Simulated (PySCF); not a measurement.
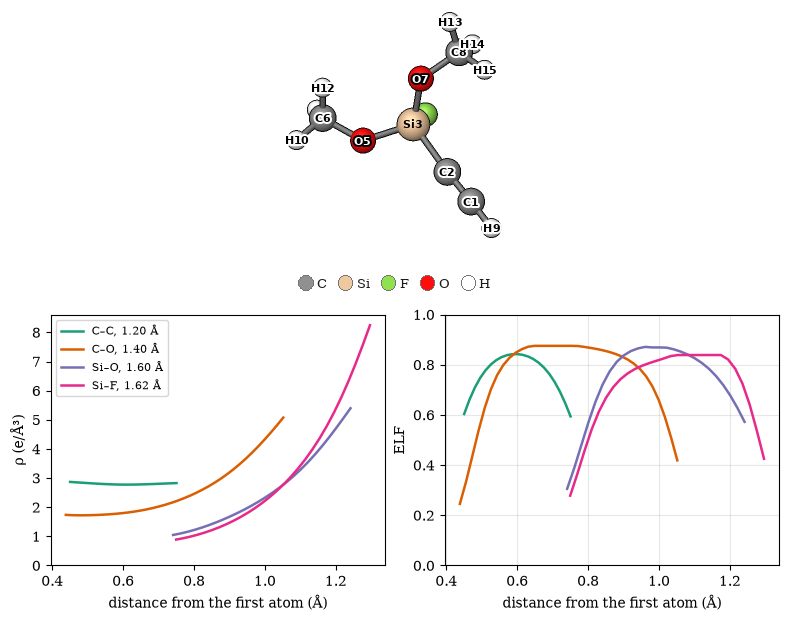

Figure. C4H7FO2Si. Electron density and electron localisation function along straight lines between neighbouring atoms. The curves leave out the atomic cores. The structure is drawn too.

Geometry: GFN2-xTB.

These are results of PBE0/pcSseg-1, SCF density, gas phase, non-relativistic (PySCF 2.14.0), not measurements.

Input

```
{"job": {"kind": "nmr", "xc": "PBE0", "basis": "pcSseg-1"}, "charge": 0, "multiplicity": 1}
C     -1.341351     2.861320     0.578716
C     -0.773418     1.903949     0.128916
Si     0.011572     0.391029    -0.573433
F     -0.257183     0.398635    -2.171058
O      1.570676     0.538116    -0.238313
C      2.648204    -0.343596    -0.406087
O     -0.542961    -1.017549    -0.011373
C     -1.827553    -1.571557    -0.103826
H     -1.819054     3.712535     0.970545
H      3.510708     0.094459     0.096637
H      2.872535    -0.473245    -1.466640
H      2.424445    -1.316522     0.033220
H     -1.775809    -2.590201     0.281060
H     -2.171319    -1.587742    -1.139545
H     -2.533906    -0.991642     0.493615
```

Launched as:

```sh
OMP_NUM_THREADS=1 python probes_run.py task.json out
```

**Compare the contacts.**

C–C (1.20 Å): the density is about 2.8 e/Å³ at the midpoint; the ELF peaks at about 0.85 between the atoms: a multiple bond.
C–O (1.40 Å): the density is about 2 e/Å³ at the midpoint, with its minimum of 1.7 e/Å³ about 0.5 Å from C; the ELF peaks at about 0.90 between the atoms, as expected for a polar covalent bond.
Si–O (1.60 Å): ρ at the midpoint is about 1.2 e/Å³; the ELF peaks at about 0.85 between the atoms (a short, strongly polar bond).
Si–F (1.62 Å): the density is about 1.1 e/Å³ at the midpoint; the ELF peaks at about 0.85 in the valence shell of F, 0.6 Å from its nucleus, and is about 0.55 at the midpoint.
